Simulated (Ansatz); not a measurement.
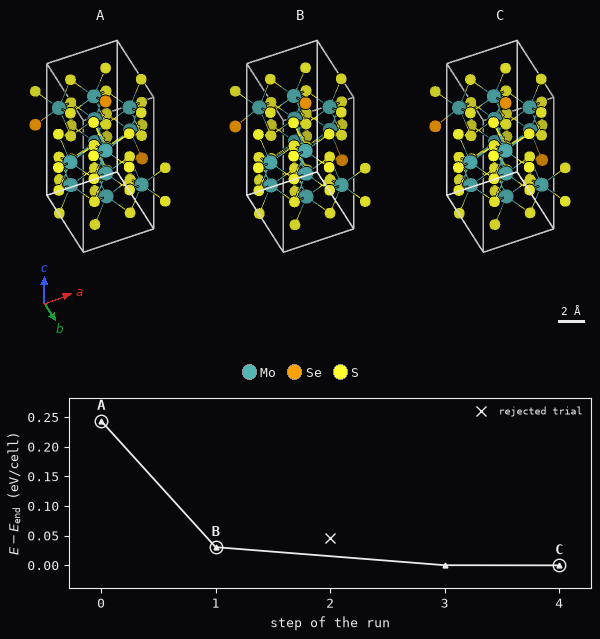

Frames of a relaxation of a defect cell of composition Mo₁₂SeS₂₃, marked on the history of the run. A ball-and-stick model of the cell of the calculation, reduced to other axes, seen from a free direction. Lengths and directions refer to the drawn axes.

The calculation used DFT, PBE, plane-wave PAW, default files, scalar-relativistic in Ansatz. Settings: plane-wave cutoff 420 eV; k-point mesh 3 × 4 × 2; occupations fermi dirac; smearing width 0.01 eV; no spin polarisation; atoms relaxed in a fixed cell; force threshold 0.03 eV/Å; at most 40 steps.

### What happens along the run?

The Se atom moves most: 0.14 Å along −c. By element the largest moves are Se 0.14 Å, S 0.03 Å, Mo 0.03 Å. The lattice vectors keep their values. Among the contacts that change: Mo–Se 2.408 → 2.526 Å. Bond angles that change, for instance: Mo–Se–Mo 82.3° → 78.5°, Mo–Se–Mo 82.3° → 78.6°. The energy falls by 0.244 eV per cell of the calculation in 3 accepted moves (4 points after the start). The largest force component goes from 2.9 to 0.0016 eV/Å. The line search rejected the trial step at point 2 of the run. From step 0 to 1: the Se atom moves most (0.16 Å), energy −0.213 eV per cell of the calculation. From step 1 to 4: an S atom moves most (0.04 Å), energy −30.7 meV per cell of the calculation.

| step | E − E(0), meV/atom | largest force component, eV/Å | note |
| --- | --- | --- | --- |
| 0 | 0.00 | 2.8904 |  |
| 1 | -5.92 | 0.6779 |  |
| 2 | -5.49 | 0.2162 | rejected |
| 3 | -6.77 | 0.0407 |  |
| 4 | -6.77 | 0.0016 |  |

Limits of the set-up: the periodic images lie only 6.3 Å apart, so the values are limited by the cell's size.
